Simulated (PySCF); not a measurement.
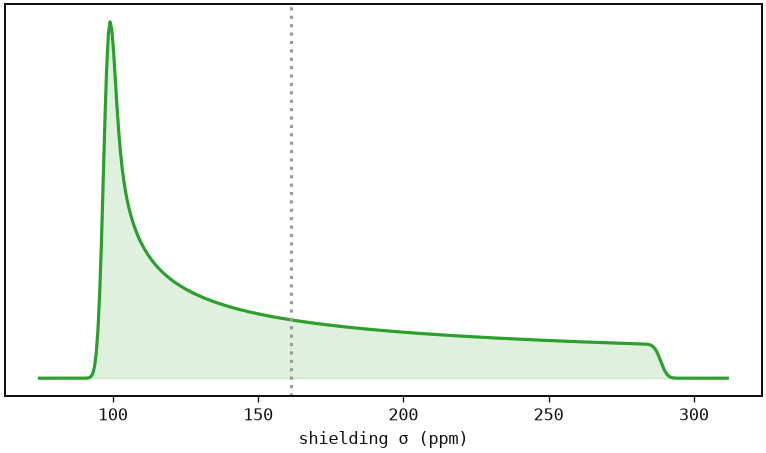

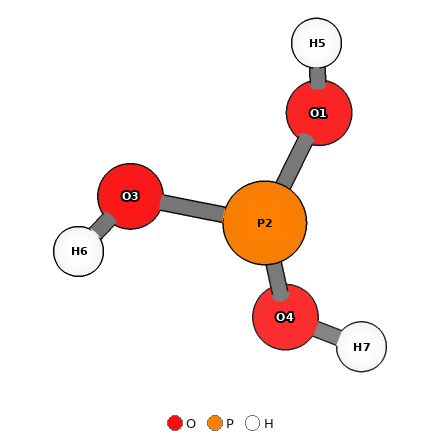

Static powder pattern (³¹P) from GIAO shielding tensors of PH₃O₃ (trivalent P–OH tautomer), SMILES OP(O)O, PBE0/pcSseg-1, PySCF, at a GFN2-xTB geometry (no frequency check); absolute shielding, one fixed geometry of the isolated molecule without any motion, no dipolar terms. The dotted line is the isotropic value; skew is 3(σiso − σ22)/span.

The pattern belongs to P2. Give the principal values, span and skew.

Answer. P2: σ11, σ22, σ33 = 98, 98, 289 ppm, isotropic 161, span 191 ppm, skew 1.00.

Caveats: the tight-binding geometry is rougher than a DFT one and adds to the error.
